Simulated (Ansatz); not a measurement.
## CH6BBrSi: a changed input and its effect

System: CH6BBrSi.
Method of the first run: RKS SPW92 (LDA)/def2-TZVPP (Ansatz 0.2.0).

The geometry comes from this level: PBE0-D4/def2-TZVP. Text and figures count atoms from 1; the logs count them from 0 in places.

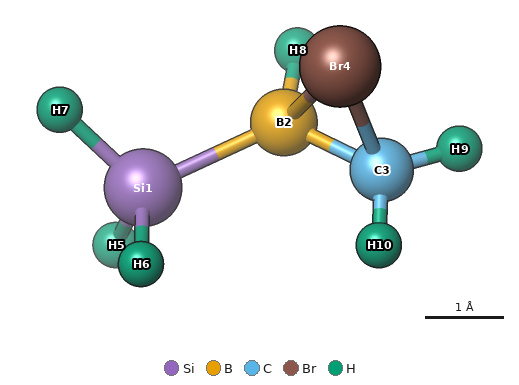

The input geometry (ball-and-stick view, seen at a tilt; atoms are numbered from 1 in the order of the input). Bond lengths as drawn: Br–C 1.99 Å, B–Br 2.29 Å, B–C 1.56 Å, B–H 1.20 Å, B–Si 2.01 Å, C–H 1.09 Å and H–Si 1.49 Å.

**Input, the first run**
```yaml
crystal:
  periodic: [false, false, false]
  atoms:
    - {symbol: Si, position_ang: [-1.499104, 0.166740, -0.374831]}
    - {symbol: B, position_ang: [0.506570, 0.234079, -0.486363]}
    - {symbol: C, position_ang: [1.398286, -0.616069, 0.466067]}
    - {symbol: Br, position_ang: [1.323974, 1.093564, 1.478260]}
    - {symbol: H, position_ang: [-2.030406, -0.658920, -1.500341]}
    - {symbol: H, position_ang: [-1.964003, -0.461788, 0.896329]}
    - {symbol: H, position_ang: [-2.125931, 1.513341, -0.480301]}
    - {symbol: H, position_ang: [1.061410, 0.845749, -1.351469]}
    - {symbol: H, position_ang: [2.444553, -0.797460, 0.237122]}
    - {symbol: H, position_ang: [0.967751, -1.370234, 1.118427]}
basis:
  gaussian: {orbitals: def2-TZVPP}
hamiltonian: {xc: lda}
output: {orbitals: {seedname: orbitals}}
```

Hardware: 4 CPU threads, shared host.

**Output (the first run)**
```
Functional definition: SPW92
  exchange = slater_x
  correlation = pw_c
1367 factors; their error is unknown
mean field evaluation 1: about -79572.4890 eV, gradient 7.8e1 eV
mean field evaluation 2: about -79525.9724 eV, gradient 1.4e2 eV
mean field evaluation 4: about -79587.7708 eV, gradient 8.2e0 eV
mean field evaluation 8: about -79587.9899 eV, gradient 1.4e-1 eV
mean field evaluation 16: about -79587.9401 eV, gradient 8.1e-5 eV
mean field -79587.94008036 eV, -2924.8028513100 hartree, gradient 2.4e-5 eV, S^2 0.000000; 0 other end points of the search recorded, 0 dependent functions left out
reference -79587.94012191 eV, -2924.8028528368 hartree; 33, 33 occupied and 203, 203 virtual orbitals, 1367 factors
Total energy: -79587.94012191 eV, -2924.8028528368 hartree
```

The input of the second run differs as follows (lines with − go, lines with + come):
```diff
-hamiltonian: {xc: lda}
+hamiltonian: {xc: {name: CAM-B3LYP}, dispersion: d4}
```

What does this change do to the results?

The total energies belong to different models, so their difference says nothing on which is more stable or more accurate. The HOMO goes from −6.82 to −9.34 eV. The LUMO goes from −2.49 to −0.19 eV.

**Output (the second run)**
```
Functional definition: CAM-B3LYP
  parameter alpha = 0.19
  parameter beta = 0.46
  parameter omega = 0.33/bohr
  parameter ac = 0.81
  exchange = (1 - alpha - beta)*b88_x + beta*b88_x_sr(omega) + alpha*exact_x + beta*exact_x_lr(omega)
  correlation = (1 - ac)*vwn5_c + ac*lyp_c
1407 factors; their error is unknown
340 factors; integrals over basis functions are off by at most 1.2e-5 eV
mean field evaluation 1: about -79733.6035 eV, gradient 3.9e1 eV
mean field evaluation 2: about -79732.8911 eV, gradient 4.2e1 eV
mean field evaluation 4: about -79737.2637 eV, gradient 1.1e0 eV
mean field evaluation 8: about -79737.5892 eV, gradient 4.8e-1 eV
mean field evaluation 16: about -79737.5894 eV, gradient 2.2e-5 eV
mean field -79737.58943136 eV, -2930.3023635230 hartree, gradient 2.2e-5 eV, S^2 0.000000; 0 other end points of the search recorded, 0 dependent functions left out
reference -79737.58956773 eV, -2930.3023685345 hartree; 33, 33 occupied and 203, 203 virtual orbitals, 1407 factors
Total energy: -79737.78972027 eV, -2930.3097240048 hartree
```

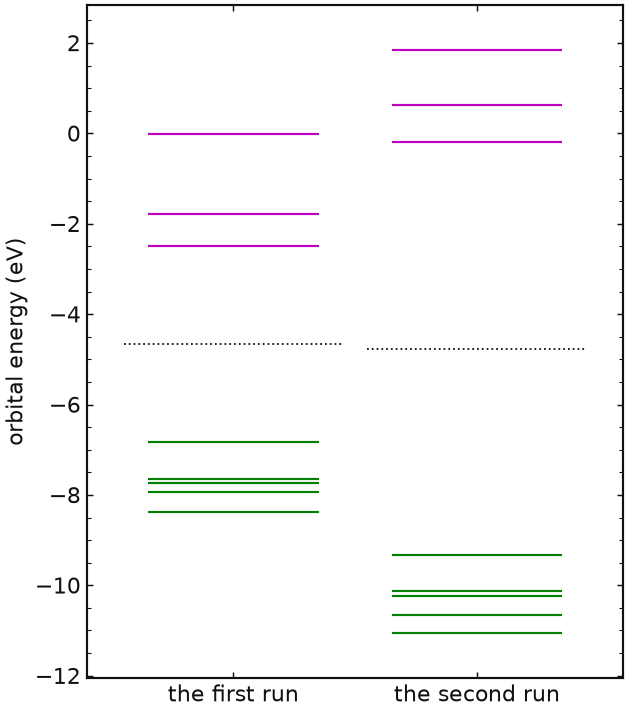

The five highest filled and three lowest empty orbital energies of the two runs; the dotted lines part filled from empty levels. The HOMO–LUMO gap is 4.33 eV in the first run and 9.15 eV in the second run.

**The two runs side by side**

```tsv
quantity	the first run	the second run
outcome	converged	converged
total energy (hartree)	−2924.802853	−2930.309724
HOMO (eV)	−6.82	−9.34
LUMO (eV)	−2.49	−0.19
basis functions	236	236
wall time (shared host)	1.3 s	3.2 s
```
